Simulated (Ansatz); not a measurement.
# H started at a bond centre in rocksalt KF, 65 atoms, charge 0

Aim: let the atoms about the defect relax, then read the frontier levels and the spin by PBEsol, HSE06 and r²SCAN.

Method: density functional theory in Ansatz 0.2.0, PAW datasets, plane waves.

**1. The system as built**

65 atoms (32 F, 32 K, 1 H); a = 10.612 Å, b = 10.612 Å, c = 10.612 Å, α = 90.00°, β = 90.00°, γ = 90.00°. All atoms were shaken off their sites by about 0.02 Å along each axis. Defect site 1: (0.375, 0.500, 0.500). Starting moments add up to 1 μB.

The runs, in order: (2) PBEsol relaxation at the single k point (¼, ¼, ¼), on 1 × NVIDIA H100 80GB HBM3 with 4 threads of AMD EPYC 7R13; (3) HSE06 single point at the single k point (¼, ¼, ¼), on 1 × NVIDIA H100 80GB HBM3 with 4 threads of AMD EPYC 7R13; (4) r²SCAN single point at the single k point (¼, ¼, ¼), on 1 × NVIDIA H100 80GB HBM3 with 4 threads of AMD EPYC 7R13.

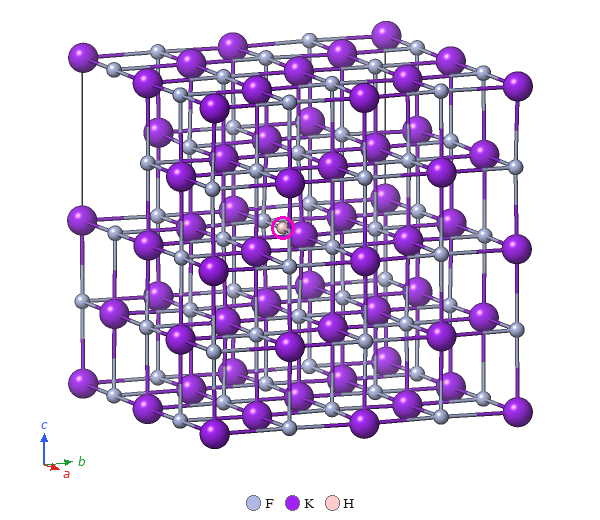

The starting cell, seen slightly off an axis (fluorine light blue, potassium purple, hydrogen pink). Rings mark the defect. Atoms on faces are repeated.

**2. PBEsol relaxation in the fixed cell**

Input file in.yaml:

```yaml
crystal:
  lattice:
    - [10.611928, 0.000000, 0.000000]
    - [0.000000, 10.611928, 0.000000]
    - [0.000000, 0.000000, 10.611928]
  atoms:
    - { symbol: F, position: [0.247453, 0.997963, 0.000669] }
    - { symbol: F, position: [0.248369, 0.001387, 0.499036] }
    - { symbol: F, position: [0.247748, 0.499023, 0.003491] }
    - { symbol: F, position: [0.228245, 0.498942, 0.500693], spin: 0.091 }
    - { symbol: F, position: [0.749306, 0.998925, 0.001194] }
    - { symbol: F, position: [0.749657, 0.003093, 0.501635] }
    - { symbol: F, position: [0.749065, 0.499765, 0.002298] }
    - { symbol: F, position: [0.749322, 0.501764, 0.500460] }
    - { symbol: F, position: [0.001180, 0.249438, 0.000746] }
    - { symbol: F, position: [0.000578, 0.249834, 0.496812] }
    - { symbol: F, position: [0.000799, 0.749989, 0.001805] }
    - { symbol: F, position: [0.000685, 0.750670, 0.500798] }
    - { symbol: F, position: [0.500333, 0.249853, 0.001675] }
    - { symbol: F, position: [0.501619, 0.248830, 0.503880], spin: 0.091 }
    - { symbol: F, position: [0.499118, 0.750547, 0.999343] }
    - { symbol: F, position: [0.499538, 0.750913, 0.500832], spin: 0.091 }
    - { symbol: F, position: [0.999054, 0.000964, 0.251542] }
    - { symbol: F, position: [0.996168, 0.997799, 0.750555] }
    - { symbol: F, position: [0.001436, 0.500330, 0.250621] }
    - { symbol: F, position: [0.999408, 0.499623, 0.751725] }
    - { symbol: F, position: [0.497861, 0.997263, 0.249140] }
    - { symbol: F, position: [0.499847, 0.000064, 0.753526] }
    - { symbol: F, position: [0.497425, 0.499480, 0.249052], spin: 0.091 }
    - { symbol: F, position: [0.499546, 0.495922, 0.751037], spin: 0.091 }
    - { symbol: F, position: [0.249217, 0.249511, 0.247126] }
    - { symbol: F, position: [0.248615, 0.246499, 0.746997] }
    - { symbol: F, position: [0.250206, 0.752096, 0.250870] }
    - { symbol: F, position: [0.247299, 0.750094, 0.751343] }
    - { symbol: F, position: [0.747186, 0.250652, 0.247978] }
    - { symbol: F, position: [0.749488, 0.251098, 0.751286] }
    - { symbol: F, position: [0.749780, 0.744878, 0.248590] }
    - { symbol: F, position: [0.748782, 0.753292, 0.748993] }
    - { symbol: K, position: [0.999974, 0.003647, 0.998980] }
    - { symbol: K, position: [0.999052, 0.000639, 0.499458] }
    - { symbol: K, position: [0.002588, 0.496014, 0.998275] }
    - { symbol: K, position: [0.997085, 0.501499, 0.495784] }
    - { symbol: K, position: [0.501279, 0.999013, 0.998889] }
    - { symbol: K, position: [0.501309, 0.001375, 0.500834] }
    - { symbol: K, position: [0.497129, 0.499474, 0.001437] }
    - { symbol: K, position: [0.520452, 0.502013, 0.499061], spin: 0.091 }
    - { symbol: K, position: [0.251356, 0.251125, 0.002964] }
    - { symbol: K, position: [0.250562, 0.250510, 0.499022], spin: 0.091 }
    - { symbol: K, position: [0.246010, 0.751083, 0.998327] }
    - { symbol: K, position: [0.248755, 0.748605, 0.499078], spin: 0.091 }
    - { symbol: K, position: [0.748713, 0.252189, 0.998627] }
    - { symbol: K, position: [0.749205, 0.248813, 0.503719] }
    - { symbol: K, position: [0.746905, 0.748978, 0.998631] }
    - { symbol: K, position: [0.751386, 0.749937, 0.503685] }
    - { symbol: K, position: [0.249988, 0.997828, 0.252084] }
    - { symbol: K, position: [0.252238, 0.996078, 0.746913] }
    - { symbol: K, position: [0.248655, 0.499479, 0.251171], spin: 0.091 }
    - { symbol: K, position: [0.251096, 0.500324, 0.751962], spin: 0.091 }
    - { symbol: K, position: [0.747263, 0.000958, 0.250249] }
    - { symbol: K, position: [0.749733, 0.001558, 0.750060] }
    - { symbol: K, position: [0.747977, 0.502362, 0.251159] }
    - { symbol: K, position: [0.748702, 0.501969, 0.748005] }
    - { symbol: K, position: [0.999266, 0.252046, 0.249803] }
    - { symbol: K, position: [0.997535, 0.252996, 0.751890] }
    - { symbol: K, position: [0.998540, 0.752057, 0.248481] }
    - { symbol: K, position: [0.000825, 0.751685, 0.751513] }
    - { symbol: K, position: [0.502519, 0.255705, 0.248380] }
    - { symbol: K, position: [0.500852, 0.249677, 0.749085] }
    - { symbol: K, position: [0.500450, 0.752080, 0.249068] }
    - { symbol: K, position: [0.499313, 0.750783, 0.750232] }
    - { symbol: H, position: [0.374816, 0.500095, 0.501435], spin: 0.091 }
  symmetry: { detect: false }
kpoints:
  mp_grid: { grid: [1, 1, 1], shift: [0.25, 0.25, 0.25] }
hamiltonian:
  xc: pbesol
magnetization:
  spin_polarized: true
scf:
  occupations: { method: fermi_dirac, width: 0.01 }
relax:
  f_tol: 0.03
  max_steps: 80
  escape_saddle: false
  adjacent_minimum: "off"
output:
  forces: true
  eigenvalues: true
  populations: true
```

The run is started by

```
$ ansatz run in.yaml --threads 4 --pin off --max-ram 42750MiB --runs-dir r --events-out ev --progress --plain --backend cuda --devices 0, --max-vram 37GiB
```

The program printed:

```text
Pseudopotentials: kind: paw
Functional definition: PBEsol
  exchange = pbesol_x
  correlation = pbesol_c
Crystal: 65 atoms, lattice volume = 1195.041 Å³
Basis set: ecut = 420 eV, 23439 PW (Γ), exchange–correlation on 144×144×144 points (8 copies of the dense FFT grid, shifted against one another)
Bands: 323, of which v1, the nominal top of the filled ones, is band 257 counted from 1 (256 counted from 0)
Symmetry: 1 space group operations
k-points: 1
Non-local potential: F, projectors of the file, l = 0: 2, l = 1: 2, l = 2: 1
Non-local potential: K, projectors of the file, l = 0: 3, l = 1: 2, l = 2: 2
Non-local potential: H, projectors of the file, l = 0: 2, l = 1: 1
PAW form: soft (Blöchl's): semilocal exchange-correlation on the pseudo side does not see the compensation charge
PAW frozen core: F, regenerated for the run's functional, and the local potential with it (the file was generated under x = pbe(κ = 0.804, μ = 0.2195149727645171), c = pbe(β = 0.06672455060314922))
PAW frozen core: K, regenerated for the run's functional, and the local potential with it (the file was generated under x = pbe(κ = 0.804, μ = 0.2195149727645171), c = pbe(β = 0.06672455060314922))
PAW one-centre angular grid: F, 110 points (default); XC on 64 Gauss nodes
PAW one-centre angular grid: K, 110 points (default); XC on 64 Gauss nodes
PAW one-centre angular grid: H, 110 points (default); XC on 64 Gauss nodes
Initial density: superposition of atomic densities (chi_scale 0.1, normalization cell, long waves kept (reshape's long-wave potential 0.09 eV rms))
Starting moments: Σ|m| = 1.001 μB on 11 of 65 sites
Initial wavefunctions: pseudopotential atomic-orbital guess
Functional: x = pbesol(κ = 0.804, μ = 0.12345679012345678), c = pbesol(β = 0.046)
SCF iter   1: F=—  HF=-74330.689730 eV  |F-HF|=—  |Δ(HF+E_count)|=         —  Δρ=1.07e-1 (↑1.06e-1 ↓1.07e-1)  dr2=4.70e2  dr2_m=4.81e-1  M=0.999 μB ∫|m|=1.089 μB  β_m=0.30  ethr=3.10e-3  ⟨swp⟩=7.0  Hψ=2696  notcnv=0  defer=46
preconditioner: auto → Resta (q_TF=auto, 2.370 Å⁻¹)  ε∞=3.3  [insulator: Δε(μ)=0.158 eV  Ē_g=14.852 eV  σ=0.010 eV  W_gap=1.00  n_scr=256 (ndim 8)  ℏωp=22.8 eV  f_vac=0.000  D(μ)=0.07/eV (n_scr^D=0)  ε∞_Penn≈3.3]
spin=Collinear: Resta preconditioning applied to the charge; magnetization (m = ρ↑ − ρ↓) channel mixes plain (no charge-response kernel on spin).
[... 10 lines of SCF cycles left out ...]
SCF iter  10: F=—  HF=-74222.417455 eV  |F-HF|=—  |Δ(HF+E_count)|=   3.99e-4  Δρ=2.46e-5 (↑1.25e-5 ↓2.46e-5)  dr2=1.17e-5  dr2_m=1.01e-6  M=1.000 μB ∫|m|=1.030 μB  β_m=0.90  ethr=4.49e-8  ⟨swp⟩=2.5  Hψ=1111  notcnv=0  defer=124
SCF iter  11: F=-74222.417466 eV  HF=-74222.417470 eV  |F-HF|=3.99e-6  |Δ(HF+E_count)|=   1.49e-5  Δρ=1.54e-5 (↑1.51e-5 ↓1.54e-5)  dr2=6.98e-6  dr2_m=3.00e-8  M=1.000 μB ∫|m|=1.030 μB  ethr=2.27e-9  ⟨swp⟩=15.5  Hψ=3729  notcnv=0
SCF 1 converged in 11 iterations: F = -74222.417466 eV  dr2 = 6.98e-6
relax step   1: F+E_penalty+E_count = -74222.41746574 eV  Δ(F+E_penalty+E_count) = +0.000e0 eV  max|allowed force component| = 5.340e0 eV/Å  Δτ_max = 0.0000 Å  (11 SCF iters, dr2 threshold 2.25e-5 eV, accepted)
[... from here on, the SCF cycles and remarks between the steps are left out, and one step in 2 is shown ...]
relax step   2: F+E_penalty+E_count = -74223.54388329 eV  Δ(F+E_penalty+E_count) = -1.126e0 eV  max|allowed force component| = 2.235e0 eV/Å  Δτ_max = 0.1965 Å  (6 SCF iters, dr2 threshold 1.00e-4 eV, accepted)
relax step   4: F+E_penalty+E_count = -74223.96780227 eV  Δ(F+E_penalty+E_count) = -8.414e-2 eV  max|allowed force component| = 1.843e-1 eV/Å  Δτ_max = 0.2000 Å  (7 SCF iters, dr2 threshold 2.90e-5 eV, accepted)
relax step   6: F+E_penalty+E_count = -74224.05871790 eV  Δ(F+E_penalty+E_count) = -4.964e-2 eV  max|allowed force component| = 2.425e-1 eV/Å  Δτ_max = 0.2000 Å  (7 SCF iters, dr2 threshold 3.63e-6 eV, accepted)
relax step   8: F+E_penalty+E_count = -74224.19991342 eV  Δ(F+E_penalty+E_count) = -7.498e-2 eV  max|allowed force component| = 2.026e-1 eV/Å  Δτ_max = 0.1952 Å  (6 SCF iters, dr2 threshold 2.96e-5 eV, accepted)
relax step  10: F+E_penalty+E_count = -74224.27461289 eV  Δ(F+E_penalty+E_count) = -3.182e-2 eV  max|allowed force component| = 6.806e-2 eV/Å  Δτ_max = 0.1954 Å  (7 SCF iters, dr2 threshold 6.11e-6 eV, accepted)
relax step  12: F+E_penalty+E_count = -74224.30996242 eV  Δ(F+E_penalty+E_count) = -1.804e-2 eV  max|allowed force component| = 3.898e-2 eV/Å  Δτ_max = 0.2000 Å  (8 SCF iters, dr2 threshold 1.34e-6 eV, accepted)
relax step  14: F+E_penalty+E_count = -74224.32635309 eV  Δ(F+E_penalty+E_count) = -7.337e-3 eV  max|allowed force component| = 6.319e-3 eV/Å  Δτ_max = 0.0545 Å  (7 SCF iters, dr2 threshold 2.12e-6 eV, accepted)
relax step  15: F+E_penalty+E_count = -74224.32635335 eV  Δ(F+E_penalty+E_count) = -2.619e-7 eV  max|allowed force component| = 6.303e-3 eV/Å  Δτ_max = 0.0000 Å  (3 SCF iters, accepted)
SCF converged after 3 iterations
Magnetization: 1.0000 μB (257.0000 up, 256.0000 down)
Absolute magnetization: 1.0360 μB (∫|ρ↑−ρ↓|, with the PAW one-centre terms)
Spin contamination: 0.0016 ħ² per cell (⟨S²⟩ above its minimum at these occupations)
Per-site moments (μB) at R_I (Å): [(2.8038985995229235e-5, 1.0905411085086634), (0.00018938914610710104, 1.0781479335667892), (0.00019411781933664733, 1.0782388756639254), (0.03935770613994753, 0.9525040144815532), (4.594973011686055e-6, 1.0944665103354074), (2.80358261711939e-5, 1.0905631594168985), (3.756574536946379e-5, 1.0905899601270836), (0.0001945540934275392, 1.0783439274970217), (2.821890 [...]
Free energy (F): -74224.326353 eV
Harris-Foulkes:  -74224.326353 eV  (|F-HF|=1.32e-8)
Internal energy: -74224.326353 eV  (E = F + TS)
E sigma→0 (E₀):  -74224.326353 eV
Fermi energy:    4.546904 eV
--- Per-component energies (eV) ---
  E_band       = -3924.387651
  E_kinetic    = 14775.830984
  E_local      = -35116.855178  (includes V_loc(G=0)·N_el)
  E_nonlocal   = 2793.082931
  E_hartree    = 12602.753335
  E_xc         = -6833.563569
  E_vxc        = -8542.751813  (∫ρ·V_xc dr)
  E_paw        = -30568.891126  (= ΣΔE_a)
  E_vpaw       = -3039.264971  (= ΣTr[D̂ρ^β])
  E_aug_tail   = 0.063879  (compensation charges beyond the density's cutoff)
  E_ewald      = -31881.558099
  E_core_change = 4.810489  (= ΣΔE_core)
  E_smearing   = -0.000000  (= −TS)
  E_closure    = -0.000000  (closes the sum)
  Σ components = -74224.326353   (vs F -74224.326353, Δ=0.00e0)
--- Forces (eV/Å), atoms counted from 1 ---
  atom   1  F      0.00020896     0.00031473    -0.00018735
  atom   2  F     -0.00032276    -0.00007090    -0.00040965
[... 1 atom left out ...]
  atom   4  F     -0.00105898     0.00084234    -0.00078349
[... 8 atoms left out ...]
  atom  13  F      0.00102011    -0.00122134     0.00244028
[... 2 atoms left out ...]
  atom  16  F     -0.00050035     0.00161749    -0.00052207
[... 6 atoms left out ...]
  atom  23  F     -0.00048592     0.00035817    -0.00150986
  atom  24  F     -0.00095950    -0.00213289    -0.00073298
[... 11 atoms left out ...]
  atom  36  K     -0.00395221     0.00047938    -0.00043761
[... 3 atoms left out ...]
  atom  40  K     -0.00472692    -0.00423418     0.00436381
[... 1 atom left out ...]
  atom  42  K      0.00512833     0.00630171     0.00605424
[... 1 atom left out ...]
  atom  44  K     -0.00050842     0.00392014    -0.00103027
[... 6 atoms left out ...]
  atom  51  K     -0.00072970     0.00124519    -0.00395535
  atom  52  K      0.00517978    -0.00592631    -0.00609807
[... 12 atoms left out ...]
  atom  65  H      0.00159011    -0.00257713     0.00300433
  max |Σ_I F_I| component: 1.08e-4 eV/Å
--- Band table (eV) ---
[... 2 lines left out ...]
--- Relaxed structure (15 steps of the walk, 15 accepted, 0 SCFs on fresh bases) ---
  F+E_penalty+E_count = -74224.32635335 eV   max|allowed force component| = 6.303e-3 eV/Å
  atoms:
    - { symbol: F, position: [0.24940997146398258, 1.0019813712116585, -0.0015742228088711056] }
    - { symbol: F, position: [0.24873586805969408, 0.00018985472772718286, 0.4976127470041907] }
[... 1 atom left out ...]
    - { symbol: F, position: [0.24770943820216546, 0.5038055679155977, 0.49659222697425853] }
[... 11 atoms left out ...]
    - { symbol: F, position: [0.5003716838580697, 0.7536736067951104, 0.4975835630577381] }
[... 6 atoms left out ...]
    - { symbol: F, position: [0.5003766694067655, 0.5028475219488414, 0.2467500657300005] }
    - { symbol: F, position: [0.5014167308783432, 0.5045583284080173, 0.7503163057048101] }
[... 15 atoms left out ...]
    - { symbol: K, position: [0.505053401997708, 0.50734993119355, 0.4930784868626717] }
[... 1 atom left out ...]
    - { symbol: K, position: [0.24412973792091344, 0.24640062127643814, 0.4929727628514171] }
[... 1 atom left out ...]
    - { symbol: K, position: [0.24971385963398537, 0.7516606834468508, 0.49862013124061233] }
[... 6 atoms left out ...]
    - { symbol: K, position: [0.24972469891971932, 0.5017858473461478, 0.24874781909212643] }
[... 13 atoms left out ...]
    - { symbol: H, position: [0.3733139650796255, 0.3781265704876615, 0.6221939838461414] }
--- Löwdin populations: 65 sites ---
  site symbol       q [e]    m [muB]
     0      F      7.7723     0.0000
     1      F      7.7724     0.0002
[... 1 atom left out ...]
     3      F      7.7535     0.0358
[... 11 atoms left out ...]
    15      F      7.7724     0.0002
[... 6 atoms left out ...]
    22      F      7.7724     0.0002
    23      F      7.7554     0.0326
[... 15 atoms left out ...]
    39      K      8.1478     0.0095
[... 1 atom left out ...]
    41      K      8.1478     0.0096
[... 1 atom left out ...]
    43      K      8.1451     0.0007
[... 6 atoms left out ...]
    50      K      8.1452     0.0006
[... 13 atoms left out ...]
    64      H      1.0556     0.8064
  spilling = 0.005147 (of n_electrons = 513.000000)
```

It took 32 s on 1 × NVIDIA H100 80GB HBM3 with 4 threads of AMD EPYC 7R13, shared host; peak host memory 1.3 GiB.

Step by step:

```
accepted step  energy change (eV)  largest force component (eV/Å)  SCF cycles
            1               0.000                           5.340          11
            2              -1.126                           2.235           6
            3              -1.466                           0.617           6
            4              -1.550                           0.184           7
            5              -1.592                           0.202           8
            6              -1.641                           0.242           7
            7              -1.707                           0.204           6
            8              -1.782                           0.203           6
            9              -1.825                           0.126           7
           10              -1.857                           0.068           7
           11              -1.874                           0.068           8
           12              -1.892                           0.039           8
           13              -1.902                           0.080           9
           14              -1.909                           0.006           7
           15              -1.909                           0.006           3
```

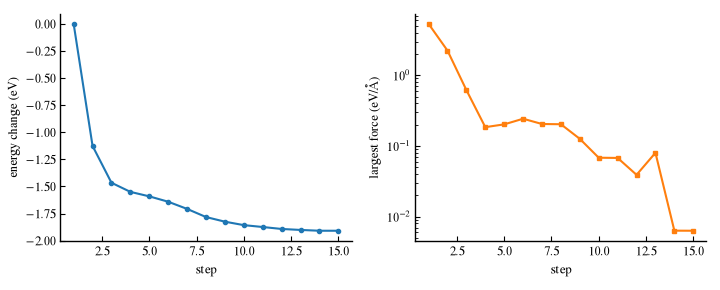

Energy and largest force component along the relaxation.

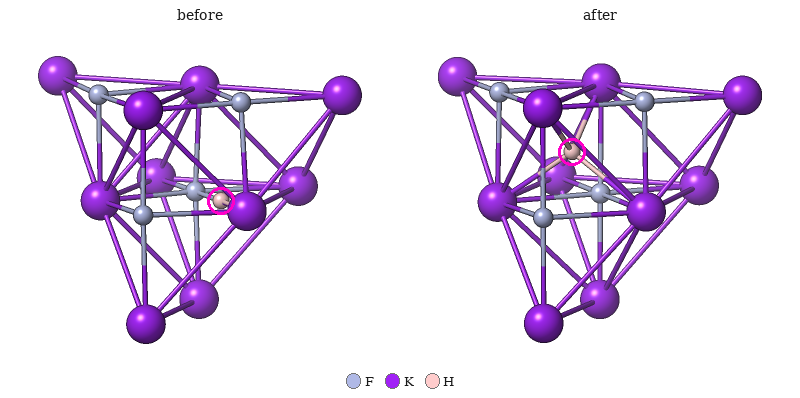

Close-up of the defect before (left) and after (right) the relaxation. The placed atom is ringed.

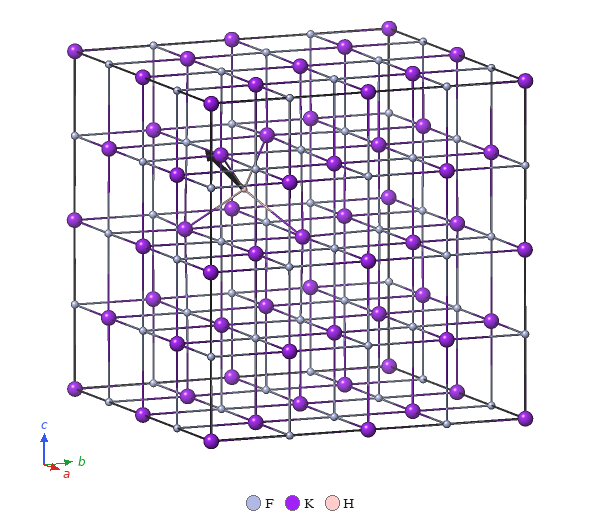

The relaxed cell; black arrows show the larger shifts of the atoms.

Neighbours of the placed atom H65, before and after:

```
atom  before (Å)  after (Å)  own shift (Å)
  F4       1.555      2.309          0.217
 F26       3.978      2.343          0.055
 F14       2.987      2.343          0.086
 F24       2.961      2.345          0.094
 K40       1.546      2.390          0.184
 K42       2.959      2.390          0.103
 K52       2.965      2.391          0.107
 K62       3.970      2.400          0.056
```

Spacing of the frontier levels at the single k point (¼, ¼, ¼): 2.81 eV (3.144 to 5.950 eV).

Largest Löwdin moments: H65 +0.81, F4 +0.04, F26 +0.03, F14 +0.03, F24 +0.03.

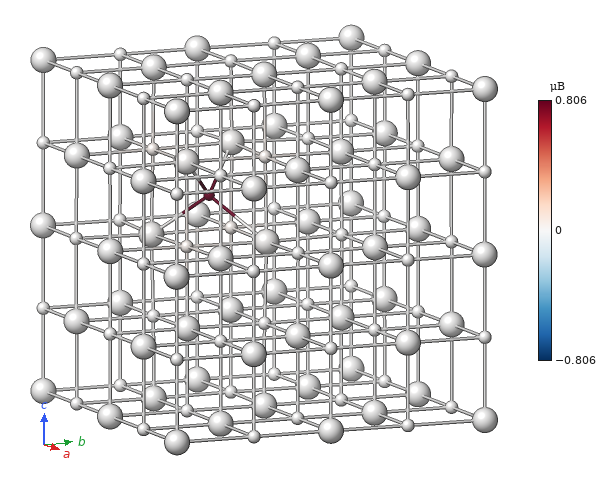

The cell with each atom coloured by its Löwdin moment.

[end of part 1 of 3]
